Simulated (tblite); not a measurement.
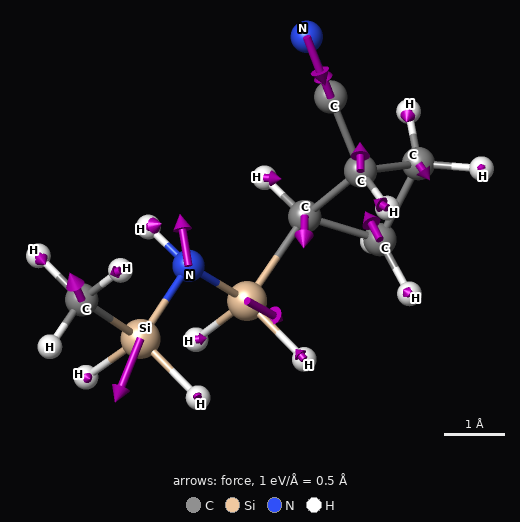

Starting geometry of C6H14N2Si2 with the computed forces as purple arrows. A ball-and-stick model, seen from a free direction.

The calculation used tblite, GFN2-xTB geometry optimisation, gas phase. 

Question: What follows when this structure is relaxed?

Answer: It isn't relaxed: the largest force vector, on a Si atom, is 2.38 eV/Å. The final displacements have little in common with the starting forces (cosine between the two patterns 0.16). An H atom moves most after the best rigid fit: 0.76 Å. Largest moves by element: H 0.76 Å, N 0.39 Å, Si 0.31 Å, C 0.30 Å. Some distances before and after: Si–Si 2.793 → 3.095 Å, N–Si 1.681 → 1.737 Å, C–Si 1.846 → 1.893 Å, N–Si 1.687 → 1.722 Å. Bond angles that change, for instance: Si–N–Si 112.0° → 127.0°, Si–N–H 109.2° → 116.7°, Si–N–H 109.8° → 115.8°. Over 94 geometry steps the energy falls by 14.5 kcal/mol. The run took 1.9 s on 1 thread of Arm Neoverse N1, with other jobs on the host.
